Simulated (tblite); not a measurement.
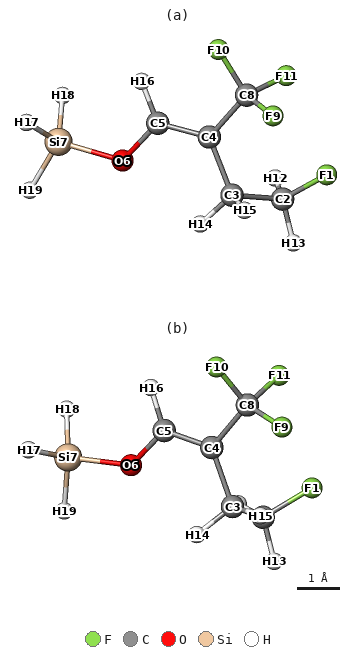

The structure of C5H8F4OSi before (top) and after (bottom) a relaxation, at one scale.

The picture is a ball-and-stick view, seen at a tilt.

All numbers below come from tblite 0.8.0, GFN2-xTB geometry optimisation, gas phase. 

Describe what moved and what it gained.

H12 moves most after the best rigid fit: 0.94 Å. By element the largest moves are H 0.94 Å, F 0.89 Å, C 0.51 Å, Si 0.30 Å, O 0.29 Å. Among the contacts that change: C5–O6 1.371 → 1.329 Å, Si7–H19 1.483 → 1.453 Å, O6–Si7 1.671 → 1.643 Å, Si7–H17 1.489 → 1.462 Å. Among the angles between lasting bonds that change: O6–Si7–H19 109.6° → 97.8°, C5–O6–Si7 121.2° → 131.9°, H17–Si7–H19 109.4° → 114.6°. Groups turn about C3–C4 by about 30°. Over 136 geometry steps the energy falls by 5.42 kcal/mol. The run took 1.7 s on 1 thread of Intel(R) Xeon(R) Platinum 8488C (shared host).
